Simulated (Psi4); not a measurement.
# doublet [C5H6]+: levels of theory compared

Aim: a comparison of 5 runs (UHF/STO-3G, UHF/3-21G, UB3LYP/6-31G*, UHSE06/def2-SVP, UTPSSh/def2-SVP) of doublet [C5H6]+. 

The results are computed with Psi4 1.11.

1 further run of the same task is left out (set aside as unsound or not needed).

### 1 The molecule

[C5H6]+: 11 atoms, total charge +1, spin state doublet. As SMILES of the parent species, `C#CC(=C)C`. The shape is that of a PBE0-D4/def2-TZVP optimisation. That shape belongs to the parent species and isn't relaxed for this state.

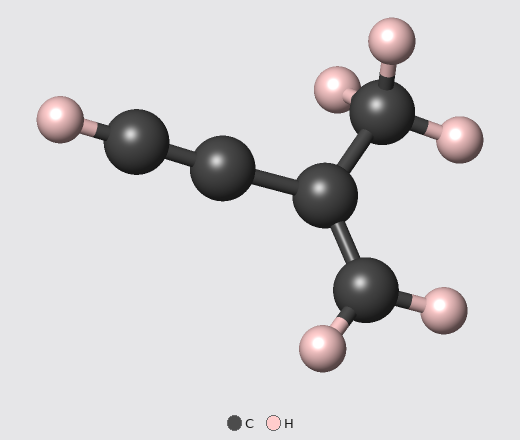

Viewed from a chosen angle; carbon dark grey, hydrogen pink.

### 2 Energy and gradient at UHF/STO-3G (run 1)

The input, input.in:

```
memory 1.6 GB

molecule {
  1 2
  C     -1.345100     1.765600     1.023600
  C     -0.786700     0.836000     0.502900
  C     -0.073000    -0.237900    -0.105500
  C     -0.718400    -1.309500    -0.570900
  C      1.416500    -0.080200    -0.182900
  H     -1.852900     2.580700     1.482100
  H     -0.174900    -2.125300    -1.033200
  H     -1.795300    -1.393800    -0.500600
  H      1.842600     0.040200     0.816500
  H      1.678700     0.815000    -0.752400
  H      1.874100    -0.947800    -0.659100
  units angstrom
  symmetry c1
}

set basis STO-3G
set reference uhf
set puream true
set e_convergence 1e-09
set d_convergence 1e-08
set scf_type pk
set maxiter 200

result, w = gradient("hf", return_wfn=True)
oeprop(w, "MAYER_INDICES", "MULLIKEN_CHARGES", "WIBERG_LOWDIN_INDICES")
```

The run is started by

```
$ psi4 -n 1 input.in input.out
```

input.out:

```text
[...]
  Running in c1 symmetry.
[...]
  Nuclear repulsion =  143.477209785200586
[...]
  Multiplicity = 2
[...]
  Nalpha       = 18
  Nbeta        = 17
[...]
    Number of basis functions: 31
[...]
   @UHF iter   1:  -190.09439157432718   -3.39691e+00   8.02556e-03 DIIS/ADIIS
[...]
   @UHF iter  23:  -190.15160435192445   -5.11591e-13   4.62167e-09 DIIS
[...]
   @S^2 Observed:                9.622957009E-01
[...]
  @UHF Final Energy:  -190.15160435192445
   => Energetics <=
    Nuclear Repulsion Energy =            143.4772097852005857
    One-Electron Energy =                -531.6307142221641016
    Two-Electron Energy =                 198.0019000850390967
    Total Energy =                       -190.1516043519244477
  UHF NO Occupations:
  HONO-2 :   16  A 1.9643294
  HONO-1 :   17  A 1.9316375
[...]
 Multipole Moments:
 ------------------------------------------------------------------------------------
     Multipole            Electronic (a.u.)      Nuclear  (a.u.)        Total (a.u.)
 ------------------------------------------------------------------------------------
 L = 1.  Multiply by 2.5417464519 to convert [e a0] to [Debye]
 Dipole X            :         -3.3165366            2.8788299           -0.4377067
 Dipole Y            :          1.6917340           -1.8734358           -0.1817018
 Dipole Z            :          1.1878383           -1.2326114           -0.0447731
 Magnitude           :                                                    0.4760329
[...]
  -Total Gradient:
     Atom            X                  Y                   Z
    ------   -----------------  -----------------  -----------------
       1        0.007564576517    -0.010198347976    -0.005860813884
       2       -0.021666450944     0.044065998823     0.024164460258
       3       -0.029618376403    -0.111666414478    -0.052411911892
       4        0.051043649523     0.078931376667     0.033924234565
       5       -0.030903140498     0.003901607399     0.004949936912
       6        0.007990880474    -0.013398767756    -0.007496850327
       7       -0.002860938871     0.006984722769     0.003767021908
       8        0.009433713445     0.002553479354     0.000278819954
       9        0.003641038723     0.000627804792     0.000736281840
      10        0.003446805224     0.001120429460    -0.000433585330
      11        0.001928242810    -0.002921889054    -0.001617594004
[...]
```

It took 2.5 s on 1 thread of Intel Xeon Platinum 8259CL at 2.50GHz (Skylake/Cascade Lake), shared host; peak memory 0.19 GiB.

### 3 Energy and gradient at UHF/3-21G (run 2)

The input, c5h6.inp:

```
memory 1.6 GB

molecule {
  1 2
  C     -1.345100     1.765600     1.023600
  C     -0.786700     0.836000     0.502900
  C     -0.073000    -0.237900    -0.105500
  C     -0.718400    -1.309500    -0.570900
  C      1.416500    -0.080200    -0.182900
  H     -1.852900     2.580700     1.482100
  H     -0.174900    -2.125300    -1.033200
  H     -1.795300    -1.393800    -0.500600
  H      1.842600     0.040200     0.816500
  H      1.678700     0.815000    -0.752400
  H      1.874100    -0.947800    -0.659100
  units angstrom
  symmetry c1
  no_reorient
  no_com
}

set basis 3-21G
set reference uhf
set puream true
set e_convergence 1e-09
set d_convergence 1e-08
set scf_type pk
set maxiter 200

e_tot, wfn = gradient("scf", return_wfn=True)
```

The run is started by

```
$ psi4 -n 1 c5h6.inp c5h6.out
```

c5h6.out:

```text
[...]
  Running in c1 symmetry.
[...]
  Nuclear repulsion =  143.477209785200586
[...]
  Multiplicity = 2
[...]
  Nalpha       = 18
  Nbeta        = 17
[...]
    Number of basis functions: 57
[...]
   @UHF iter   1:  -191.32380615051369   -7.59138e-01   4.43262e-03 DIIS/ADIIS
[...]
   @UHF iter  23:  -191.38411957200179   -1.36424e-12   6.62833e-09 DIIS
[...]
   @S^2 Observed:                8.886749264E-01
[...]
  @UHF Final Energy:  -191.38411957200179
   => Energetics <=
    Nuclear Repulsion Energy =            143.4772097852005857
    One-Electron Energy =                -532.3835700001706073
    Two-Electron Energy =                 197.5222406429682565
    Total Energy =                       -191.3841195720017936
  UHF NO Occupations:
  HONO-2 :   16  A 1.9839436
  HONO-1 :   17  A 1.9486939
[...]
 Multipole Moments:
 ------------------------------------------------------------------------------------
     Multipole            Electronic (a.u.)      Nuclear  (a.u.)        Total (a.u.)
 ------------------------------------------------------------------------------------
 L = 1.  Multiply by 2.5417464519 to convert [e a0] to [Debye]
 Dipole X            :         13.2905109          -14.1122857           -0.8217749
 Dipole Y            :         -9.0721496            9.0952518            0.0231022
 Dipole Z            :         -6.2361178            6.3428657            0.1067480
 Magnitude           :                                                    0.8290011
[...]
  -Total Gradient:
     Atom            X                  Y                   Z
    ------   -----------------  -----------------  -----------------
       1        0.013190851689    -0.018439600382    -0.010548256497
       2       -0.025173354689     0.048069855298     0.026523367461
       3       -0.019780497777    -0.089851462230    -0.042596208221
       4        0.041041381442     0.058395321233     0.024763647333
       5       -0.013186178095     0.003349810307     0.002868750504
       6       -0.003052890726     0.003907159624     0.002264866902
       7        0.004879749720    -0.005694079597    -0.003345012795
       8       -0.007143180850     0.000735440764     0.001102617507
       9        0.003996713189     0.001292546041     0.003985592499
      10        0.003325995301     0.004140590791    -0.001925071072
      11        0.001901410796    -0.005905581850    -0.003094293620
[...]
```

Wall time 3.3 s (1 thread of Intel Xeon Platinum 8259CL at 2.50GHz (Skylake/Cascade Lake), shared host); peak memory 0.2 GiB.

Run 3 isn't shown in full; the table further down has it.

### 4 The energy at UHSE06/def2-SVP (run 4)

The input, c5h6.xyz:

```xyz
11
C5H6
C     -1.345100     1.765600     1.023600
C     -0.786700     0.836000     0.502900
C     -0.073000    -0.237900    -0.105500
C     -0.718400    -1.309500    -0.570900
C      1.416500    -0.080200    -0.182900
H     -1.852900     2.580700     1.482100
H     -0.174900    -2.125300    -1.033200
H     -1.795300    -1.393800    -0.500600
H      1.842600     0.040200     0.816500
H      1.678700     0.815000    -0.752400
H      1.874100    -0.947800    -0.659100
```

The input, job.py:

```python
import psi4

psi4.set_memory(1600000000)
psi4.set_num_threads(1)
psi4.core.set_output_file('c5h6.out', False)

with open('c5h6.xyz') as f:
    atoms = ''.join(f.readlines()[2:])
m = psi4.geometry('1 2\n' + atoms + 'symmetry c1')

psi4.set_options({
    'basis': 'def2-SVP',
    'reference': 'uks',
    'puream': True,
    'e_convergence': 1e-09,
    'd_convergence': 1e-08,
    'scf_type': 'pk',
    'dft_radial_points': 99,
    'dft_spherical_points': 590,
    'maxiter': 200,
})

e_tot, wfn = psi4.energy("hse06", return_wfn=True)
psi4.oeprop(wfn, "MAYER_INDICES", "DIPOLE", "QUADRUPOLE", title="HSE06")
print(f'total energy {e_tot:.8f} hartree = {e_tot * 27.211386:.5f} eV')
```

The run is started by

```
$ python job.py
```

c5h6.out:

```text
[...]
  Running in c1 symmetry.
[...]
  Nuclear repulsion =  143.477209785200586
[...]
  Multiplicity = 2
[...]
  Nalpha       = 18
  Nbeta        = 17
[...]
    Number of basis functions: 100
[...]
   @UKS iter   1:  -193.15102713027881   -1.48981e-01   5.94298e-03 DIIS/ADIIS
[...]
   @UKS iter  17:  -193.35292405546221   -4.23483e-12   9.14338e-09 DIIS
[...]
   @S^2 Observed:                7.695538803E-01
[...]
    Orbital Energies [Eh]
    ---------------------
    Alpha Occupied:
       1A    -10.514688     2A    -10.496142     3A    -10.486182
       4A    -10.472175     5A    -10.417896     6A     -1.082083
       7A     -0.997632     8A     -0.920071     9A     -0.842932
      10A     -0.749646    11A     -0.721266    12A     -0.679656
      13A     -0.639568    14A     -0.600810    15A     -0.582969
      16A     -0.562084    17A     -0.519157    18A     -0.510166
    Alpha Virtual:
      19A     -0.291701    20A     -0.191689    21A     -0.138603
      22A     -0.102328    23A     -0.086760    24A     -0.072243
      25A     -0.062935    26A     -0.018247    27A     -0.016537
[...]
  @UKS Final Energy:  -193.35292405546221
   => Energetics <=
    Nuclear Repulsion Energy =            143.4772097852005857
    One-Electron Energy =                -534.5851114376170017
    Two-Electron Energy =                 220.0968834842731781
    DFT Exchange-Correlation Energy =     -22.3419058873189478
    Empirical Dispersion Energy =           0.0000000000000000
    VV10 Nonlocal Energy =                  0.0000000000000000
    Total Energy =                       -193.3529240554622106
[...]
 Multipole Moments:
 ------------------------------------------------------------------------------------
     Multipole            Electronic (a.u.)      Nuclear  (a.u.)        Total (a.u.)
 ------------------------------------------------------------------------------------
 L = 1.  Multiply by 2.5417464519 to convert [e a0] to [Debye]
 Dipole X            :         -3.2170025            2.8788299           -0.3381726
 Dipole Y            :          1.7678597           -1.8734358           -0.1055761
 Dipole Z            :          1.2151762           -1.2326114           -0.0174352
 Magnitude           :                                                    0.3546985
 L = 2.  Multiply by 1.3450342976 to convert [e a0^2] to [Debye ang]
 Quadrupole XX       :       -173.7390563          159.4989200          -14.2401362
 Quadrupole XY       :         48.5584248          -51.4728238           -2.9143990
[...]
```

On the terminal:

```text
total energy -193.35292406 hartree = -5261.40105 eV
```

Wall time 2.2 min (1 thread of Intel Xeon Platinum 8259CL at 2.50GHz (Skylake/Cascade Lake), shared host); peak memory 0.89 GiB.

### 5 A single-point energy at UTPSSh/def2-SVP (run 5)

The input, c5h6.json:

```json
{
  "schema_name": "qcschema_input",
  "schema_version": 1,
  "molecule": {
    "schema_name": "qcschema_molecule",
    "schema_version": 2,
    "symbols": ["C", "C", "C", "C", "C", "H", "H", "H", "H", "H", "H"],
    "geometry": [-2.54187061, 3.33650045, 1.93432366, -1.48664754, 1.57981104, 0.95034327, -0.13795001, -0.44956585, -0.19936611, -1.35757925, -2.47459636, -1.07884464, 2.67679706, -0.15155604, -0.34563091, -3.50147354, 4.87681621, 2.80076309, -0.3305131, -4.01623493, -1.95246503, -3.39262531, -2.63390027, -0.9459969, 3.48200936, 0.07596699, 1.54296138, 3.17228325, 1.54012679, -1.42182994, 3.54153573, -1.79108242, -1.24551849],
    "molecular_charge": 1,
    "molecular_multiplicity": 2,
    "fix_symmetry": "c1",
    "fix_com": true,
    "fix_orientation": true
  },
  "driver": "energy",
  "model": {
    "method": "tpssh",
    "basis": "def2-SVP"
  },
  "keywords": {
    "reference": "uks",
    "puream": true,
    "e_convergence": 1e-09,
    "d_convergence": 1e-08,
    "scf_type": "pk",
    "dft_radial_points": 99,
    "dft_spherical_points": 590,
    "maxiter": 200,
    "scf_properties": ["WIBERG_LOWDIN_INDICES", "LOWDIN_CHARGES", "MULLIKEN_CHARGES"]
  }
}
```

The run is started by

```
$ psi4 --qcschema c5h6.json -n 1 --memory 1600MB
```

stdout:

```text
[...]
  Running in c1 symmetry.
[...]
  Nuclear repulsion =  143.477209800662166
[...]
  Multiplicity = 2
[...]
  Nalpha       = 18
  Nbeta        = 17
[...]
    Number of basis functions: 100
[...]
   @UKS iter   1:  -193.37947436663958   -1.57664e-01   6.23160e-03 ADIIS/DIIS
[...]
   @UKS iter  17:  -193.60164980842291   -1.70530e-12   9.67332e-09 DIIS
[...]
   @S^2 Observed:                7.647797910E-01
[...]
  @UKS Final Energy:  -193.60164980842291
   => Energetics <=
    Nuclear Repulsion Energy =            143.4772098006621661
    One-Electron Energy =                -534.6260001076745993
    Two-Electron Energy =                 223.7730043169555643
    DFT Exchange-Correlation Energy =     -26.2258638183660757
    Empirical Dispersion Energy =           0.0000000000000000
    VV10 Nonlocal Energy =                  0.0000000000000000
    Total Energy =                       -193.6016498084229056
[...]
 Multipole Moments:
 ------------------------------------------------------------------------------------
     Multipole            Electronic (a.u.)      Nuclear  (a.u.)        Total (a.u.)
 ------------------------------------------------------------------------------------
 L = 1.  Multiply by 2.5417464519 to convert [e a0] to [Debye]
 Dipole X            :         13.3030142          -14.1122857           -0.8092715
 Dipole Y            :         -8.8797842            9.0952518            0.2154676
 Dipole Z            :         -6.1418381            6.3428657            0.2010276
 Magnitude           :                                                    0.8612542
[...]
  Mulliken Charges: (a.u.)
   Center  Symbol    Alpha    Beta     Spin     Total
       1     C     3.25042  2.87779  0.37264 -0.12821
       2     C     2.81350  2.81285  0.00066  0.37365
       3     C     3.16615  3.03937  0.12679 -0.20552
       4     C     3.17778  2.63853  0.53925  0.18370
       5     C     2.96015  2.96762 -0.00747  0.07224
       6     H     0.42922  0.44505 -0.01584  0.12573
       7     H     0.42207  0.44840 -0.02633  0.12953
       8     H     0.42294  0.44756 -0.02462  0.12950
       9     H     0.44981  0.43212  0.01769  0.11806
      10     H     0.44980  0.43203  0.01777  0.11817
      11     H     0.45815  0.45869 -0.00054  0.08316
[...]
```

The result, in JSON:

```text
{
 "driver": "energy",
 "model": {
  "method": "tpssh",
  "basis": "def2-SVP"
 },
 "success": true,
 "return_result": -193.6016498084229,
 "properties": {
  "calcinfo_nbasis": 100,
  "calcinfo_nmo": 100,
  "calcinfo_nalpha": 18,
  "calcinfo_nbeta": 17,
  "calcinfo_natom": 11,
  "nuclear_repulsion_energy": 143.47720980066217,
  "return_energy": -193.6016498084229,
  "scf_one_electron_energy": -534.6260001076746,
  "scf_two_electron_energy": 223.77300431695556,
  "scf_xc_energy": -26.225863818366076,
  "scf_dipole_moment": [-0.8092715411186209, 0.21546756624095487, 0.201027622319204],
  "scf_total_energy": -193.6016498084229,
  "scf_iterations": 17
 }
}
```

Wall time 2.9 min (1 thread of Intel Xeon Platinum 8259CL at 2.50GHz (Skylake/Cascade Lake), shared host); peak memory 0.8 GiB.

### 6 All runs side by side

| run | level | Cartesian functions | integration grid | energy (Eh) | HOMO energy (eV) | LUMO energy (eV) | ⟨S²⟩ | wall time |
| --- | --- | --- | --- | --- | --- | --- | --- | --- |
| 1 | UHF/STO-3G | no | – | -190.151604 | -16.49 | -5.50 | 0.962 | 2.5 s |
| 2 | UHF/3-21G | no | – | -191.384120 | -17.09 | -6.94 | 0.889 | 3.3 s |
| 3 | UB3LYP/6-31G* (Cartesian functions) | yes | 99 radial × 590 angular | -193.729591 | -13.79 | -11.15 | 0.764 | 65 s |
| 4 | UHSE06/def2-SVP | no | 99 radial × 590 angular | -193.352924 | -13.88 | -11.45 | 0.770 | 2.2 min |
| 5 | UTPSSh/def2-SVP | no | 99 radial × 590 angular | -193.601650 | -13.59 | -11.49 | 0.765 | 2.9 min |

### 7 Results

| quantity | value |
| --- | --- |
| run 5: total energy | -193.60165 Eh |
| run 5: HOMO energy (highest over α and β) | -13.59 eV |
| run 5: LUMO energy (lowest over α and β) | -11.49 eV |
| run 5: ⟨S²⟩ | 0.765 |

**Reading.** Totals of different functionals can't be ranked against each other. In run 1 the basis is minimal, so the values are rough. Spin contamination of the reference: run 1 ⟨S²⟩ = 0.96, run 2 ⟨S²⟩ = 0.89. All runs together took 6.3 min, the longest 2.9 min.
